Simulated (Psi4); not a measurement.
# Single-point calculation, with input and output: CH$_{5}$FSi

System: CH$_{5}$FSi, multiplicity 3, SMILES [H][Si]([H])(C)F.
Method: HF/aug-cc-pVDZ, UHF (Psi4 1.11).

The geometry is that of the parent species in another charge or spin state. The geometry comes from this level: GFN2-xTB.

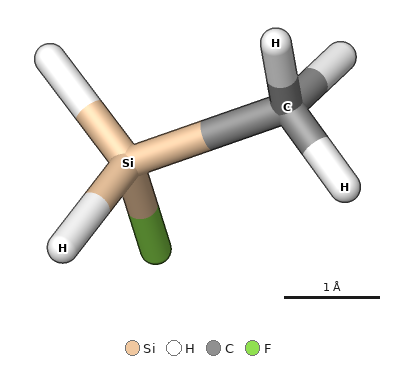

**Figure 1.** The input geometry (stick view, seen at a tilt). Bond lengths as drawn: C–H 1.09 Å, C–Si 1.89 Å, F–Si 1.61 Å and H–Si 1.46 Å.

**Input file (input.in)**
```
memory 1600 MB

molecule geom {
  0 3
  Si     0.469780    -0.679870     0.338040
  H      0.408100    -0.786060     1.788700
  H      1.813870    -0.807760    -0.205760
  C     -0.451290     0.830660    -0.326560
  H     -0.021280     1.755050     0.045670
  H     -1.498220     0.812740    -0.033830
  H     -0.416480     0.866460    -1.413090
  F     -0.304480    -1.991210    -0.193180
  units angstrom
  symmetry c1
  no_reorient
  no_com
}

set globals {
  basis         aug-cc-pVDZ
  reference     uhf
  puream        true
  e_convergence 1e-09
  d_convergence 1e-08
  scf_type      pk
  maxiter       200
}

e, wfn = energy("scf", return_wfn=True)
```

Run on 1 thread of Intel Xeon (Granite Rapids), 176 GiB of memory available, shared host.

Launch command:
```bash
psi4 -n 1 input.in input.out
```

**What the program printed**
```
Psi4 1.11 release

  Memory set to   1.490 GiB by Python driver.

   => Loading Basis Set <=

    Name: AUG-CC-PVDZ
    Role: ORBITAL
    Keyword: BASIS

         ---------------------------------------------------------
                                   SCF
                              UHF Reference
                        1 Threads,   1525 MiB Core
         ---------------------------------------------------------

  ==> Geometry <==

    Molecular point group: c1
    Full point group: C1

    Geometry (in Angstrom), charge = 0, multiplicity = 3:

       Center              X                  Y                   Z               Mass
    ------------   -----------------  -----------------  -----------------  -----------------
         SI           0.469780000000    -0.679870000000     0.338040000000    27.976926534650
         H            0.408100000000    -0.786060000000     1.788700000000     1.007825032230
         H            1.813870000000    -0.807760000000    -0.205760000000     1.007825032230
         C           -0.451290000000     0.830660000000    -0.326560000000    12.000000000000
         H           -0.021280000000     1.755050000000     0.045670000000     1.007825032230
         H           -1.498220000000     0.812740000000    -0.033830000000     1.007825032230
         H           -0.416480000000     0.866460000000    -1.413090000000     1.007825032230
         F           -0.304480000000    -1.991210000000    -0.193180000000    18.998403162730

  Running in c1 symmetry.

  Rotational constants: A =      0.64512  B =      0.15677  C =      0.13533 [cm^-1]
  Rotational constants: A =  19340.11431  B =   4699.71478  C =   4057.16234 [MHz]
  Nuclear repulsion =  115.443279717707085

  Charge       = 0
  Multiplicity = 3
  Electrons    = 34
  Nalpha       = 18
  Nbeta        = 16

  ==> Algorithm <==

  SCF Algorithm Type is PK.
  DIIS enabled.
  MOM disabled.
  Fractional occupation disabled.
  Guess Type is SAD.
  Energy threshold   = 1.00e-09
  Density threshold  = 1.00e-08
  Integral threshold = 1.00e-12

  ==> Primary Basis <==

  Basis Set: AUG-CC-PVDZ
    Blend: AUG-CC-PVDZ
    Number of shells: 54
    Number of basis functions: 118
    Number of Cartesian functions: 124
    Spherical Harmonics?: true
    Max angular momentum: 2

  ==> Integral Setup <==

  Using in-core PK algorithm.
   Calculation information:
      Number of atoms:                   8
      Number of AO shells:              54
      Number of primitives:            138
      Number of atomic orbitals:       124
      Number of basis functions:       118

      Integral cutoff                 1.00e-12
      Number of threads:                 1

  Performing in-core PK
  Using 49301462 doubles for integral storage.
  We computed 1100676 shell quartets total.
  Whereas there are 1103355 unique shell quartets.

  ==> DiskJK: Disk-Based J/K Matrices <==

    J tasked:                  Yes
    K tasked:                  Yes
    wK tasked:                  No
    Memory [MiB]:             1144
    Schwarz Cutoff:          1E-12

  Minimum eigenvalue in the overlap matrix is 3.4647846752E-04.
  Reciprocal condition number of the overlap matrix is 3.3456276195E-05.
    Using symmetric orthogonalization.

  ==> Pre-Iterations <==

  SCF Guess: Superposition of Atomic Densities via on-the-fly atomic UHF (no occupation information).

   -------------------------
    Irrep   Nso     Nmo
   -------------------------
     A        118     118
   -------------------------
    Total     118     118
   -------------------------

  ==> Iterations <==

                        Total Energy        Delta E     RMS |[F,P]|

   @UHF iter SAD:  -428.42196764869368   -4.28422e+02   0.00000e+00
   @UHF iter   1:  -428.76929086139887   -3.47323e-01   4.11800e-03 ADIIS/DIIS
   @UHF iter   2:  -428.87731688675797   -1.08026e-01   2.37453e-03 ADIIS/DIIS
   @UHF iter   3:  -428.91303544774360   -3.57186e-02   5.35393e-04 ADIIS/DIIS
   @UHF iter   4:  -428.91893536059666   -5.89991e-03   2.62657e-04 ADIIS/DIIS
   @UHF iter   5:  -428.92112081687208   -2.18546e-03   1.32250e-04 ADIIS/DIIS
   @UHF iter   6:  -428.92221865578455   -1.09784e-03   6.40431e-05 DIIS
   @UHF iter   7:  -428.92263261802032   -4.13962e-04   3.94242e-05 DIIS
   @UHF iter   8:  -428.92286414451047   -2.31526e-04   2.46248e-05 DIIS
   @UHF iter   9:  -428.92299353317162   -1.29389e-04   1.47698e-05 DIIS
   @UHF iter  10:  -428.92304485839827   -5.13252e-05   8.92752e-06 DIIS
   @UHF iter  11:  -428.92306284086857   -1.79825e-05   6.24714e-06 DIIS
   @UHF iter  12:  -428.92306870472714   -5.86386e-06   5.99600e-06 DIIS
   @UHF iter  13:  -428.92306950237787   -7.97651e-07   6.08794e-06 DIIS
   @UHF iter  14:  -428.92306427236826    5.23001e-06   5.20752e-06 DIIS
   @UHF iter  15:  -428.92305721687097    7.05550e-06   3.32557e-06 DIIS
   @UHF iter  16:  -428.92305667729590    5.39575e-07   2.12699e-06 DIIS
   @UHF iter  17:  -428.92305713429556   -4.57000e-07   1.22240e-06 DIIS
   @UHF iter  18:  -428.92305739740766   -2.63112e-07   5.17903e-07 DIIS
   @UHF iter  19:  -428.92305742859122   -3.11836e-08   2.07222e-07 DIIS
   @UHF iter  20:  -428.92305743171022   -3.11900e-09   9.27490e-08 DIIS
   @UHF iter  21:  -428.92305743223949   -5.29269e-10   5.27081e-08 DIIS
   @UHF iter  22:  -428.92305743250148   -2.61991e-10   2.80382e-08 DIIS
   @UHF iter  23:  -428.92305743261926   -1.17780e-10   1.70335e-08 DIIS
   @UHF iter  24:  -428.92305743268361   -6.43468e-11   9.85438e-09 DIIS
  Energy and wave function converged.

  ==> Post-Iterations <==

   @Spin Contamination Metric:   3.888447539E-02
   @S^2 Expected:                2.000000000E+00
   @S^2 Observed:                2.038884475E+00
   @S   Expected:                1.000000000E+00
   @S   Observed:                1.000000000E+00

    Orbital Energies [Eh]
    ---------------------

    Alpha Occupied:

       1A    -68.871381     2A    -26.311576     3A    -11.228496
       4A     -6.211538     5A     -4.323964     6A     -4.319385
       7A     -4.315138     8A     -1.607022     9A     -0.967596
      10A     -0.824301    11A     -0.711511    12A     -0.703891
      13A     -0.670079    14A     -0.625162    15A     -0.566462
      16A     -0.564411    17A     -0.489922    18A     -0.155828

    Alpha Virtual:

      19A      0.031018    20A      0.044728    21A      0.048362
      22A      0.063428    23A      0.070769    24A      0.078032
      25A      0.090729    26A      0.097249    27A      0.133402
      28A      0.147688    29A      0.150206    30A      0.158286
      31A      0.167041    32A      0.197678    33A      0.205630
      34A      0.221790    35A      0.228082    36A      0.253046
      37A      0.288591    38A      0.290317    39A      0.294775
      40A      0.311943    41A      0.340728    42A      0.346807
      43A      0.372377    44A      0.408903    45A      0.412394
      46A      0.420174    47A      0.422659    48A      0.432107
      49A      0.440086    50A      0.468257    51A      0.477451
      52A      0.495724    53A      0.516799    54A      0.520162
      55A      0.540267    56A      0.554211    57A      0.562361
      58A      0.566482    59A      0.601286    60A      0.605576
      61A      0.610955    62A      0.646999    63A      0.667442
      64A      0.693011    65A      0.699822    66A      0.721963
      67A      0.766595    68A      0.769931    69A      0.783796
      70A      0.874943    71A      0.916932    72A      0.923241
      73A      0.976899    74A      0.986035    75A      1.058379
      76A      1.114884    77A      1.126961    78A      1.141344
      79A      1.233052    80A      1.254438    81A      1.346832
      82A      1.392716    83A      1.427414    84A      1.485086
      85A      1.490431    86A      1.552290    87A      1.597481
      88A      1.686173    89A      1.721463    90A      1.757447
      91A      1.782715    92A      1.803391    93A      1.825215
      94A      1.891802    95A      1.894960    96A      1.998509
      97A      2.022951    98A      2.024336    99A      2.057319
     100A      2.117763   101A      2.139488   102A      2.196419
     103A      2.243905   104A      2.262432   105A      2.301201
     106A      2.376562   107A      2.451953   108A      2.553774
     109A      2.562820   110A      2.842104   111A      2.960257
     112A      2.964264   113A      3.123274   114A      4.919514
     115A      4.922543   116A      5.025320   117A      5.042074
     118A      5.101857

    Beta Occupied:

       1A    -68.869239     2A    -26.306594     3A    -11.229573
       4A     -6.209468     5A     -4.315956     6A     -4.312546
       7A     -4.311088     8A     -1.592481     9A     -0.960591
      10A     -0.763184    11A     -0.673361    12A     -0.648062
      13A     -0.583741    14A     -0.565145    15A     -0.555820
      16A     -0.449871

    Beta Virtual:

      17A     -0.155937    18A      0.034744    19A      0.047229
      20A      0.052973    21A      0.056323    22A      0.073356
      23A      0.082419    24A      0.082940    25A      0.101701
      26A      0.144087    27A      0.154264    28A      0.156588
      29A      0.158973    30A      0.172138    31A      0.187305
      32A      0.218860    33A      0.225714    34A      0.238940
      35A      0.248210    36A      0.270575    37A      0.306062
      38A      0.317906    39A      0.320197    40A      0.327472
      41A      0.355091    42A      0.364589    43A      0.385643
      44A      0.421353    45A      0.423736    46A      0.433859
      47A      0.437296    48A      0.443677    49A      0.451137
      50A      0.477339    51A      0.506408    52A      0.519759
      53A      0.522852    54A      0.535834    55A      0.551156
      56A      0.565841    57A      0.573773    58A      0.580579
      59A      0.616883    60A      0.622662    61A      0.625077
      62A      0.653809    63A      0.675545    64A      0.696530
      65A      0.708292    66A      0.732244    67A      0.771706
      68A      0.784946    69A      0.805094    70A      0.905314
      71A      0.926273    72A      0.939184    73A      0.997911
      74A      1.003508    75A      1.074751    76A      1.120682
      77A      1.134487    78A      1.149523    79A      1.288866
      80A      1.310874    81A      1.347509    82A      1.398827
      83A      1.437402    84A      1.493118    85A      1.513434
      86A      1.570477    87A      1.602346    88A      1.690004
      89A      1.754793    90A      1.762108    91A      1.787332
      92A      1.845538    93A      1.866338    94A      1.897416
      95A      1.915289    96A      2.037666    97A      2.041057
      98A      2.052971    99A      2.083925   100A      2.126672
     101A      2.163271   102A      2.203359   103A      2.248807
     104A      2.264604   105A      2.324064   106A      2.417174
     107A      2.454017   108A      2.555381   109A      2.568786
     110A      2.843699   111A      2.961634   112A      2.966396
     113A      3.132617   114A      4.926591   115A      4.930390
     116A      5.034112   117A      5.045861   118A      5.106846

    Final Occupation by Irrep:
              A
    DOCC [    16 ]
    SOCC [     2 ]
    NA   [    18 ]
    NB   [    16 ]

  @UHF Final Energy:  -428.92305743268361

   => Energetics <=

    Nuclear Repulsion Energy =            115.4432797177070853
    One-Electron Energy =                -822.9182935975019291
    Two-Electron Energy =                 278.5519564471111948
    Total Energy =                       -428.9230574326836063

  UHF NO Occupations:
  HONO-2 :   16  A 1.9819548
  HONO-1 :   17  A 1.0000000
  HONO-0 :   18  A 1.0000000
  LUNO+0 :   19  A 0.0180452
  LUNO+1 :   20  A 0.0010785
  LUNO+2 :   21  A 0.0003098
  LUNO+3 :   22  A 0.0000746

Computation Completed

Properties will be evaluated at   0.000000,   0.000000,   0.000000 [a0]

Properties computed using the SCF density matrix

 Multipole Moments:

 ------------------------------------------------------------------------------------
     Multipole            Electronic (a.u.)      Nuclear  (a.u.)        Total (a.u.)
 ------------------------------------------------------------------------------------

 L = 1.  Multiply by 2.5417464519 to convert [e a0] to [Debye]
 Dipole X            :         -2.6606269            2.6736790            0.0130521
 Dipole Y            :         39.2635699          -38.9560994            0.3074706
 Dipole Z            :         -2.2802493            2.2984172            0.0181679
 Magnitude           :                                                    0.3082833

 ------------------------------------------------------------------------------------

	total time  =         10 seconds =       0.17 minutes

    Psi4 run time: 0:00:09.87
```

**Key numbers**

| quantity | value |
| --- | --- |
| outcome | converged |
| total energy | −428.923057 hartree |
| basis functions | 118 |
| ⟨S²⟩ | 2.039 |
| dipole moment | 0.78 D |
| wall time | 11 s |
| peak memory | 0.63 GiB |
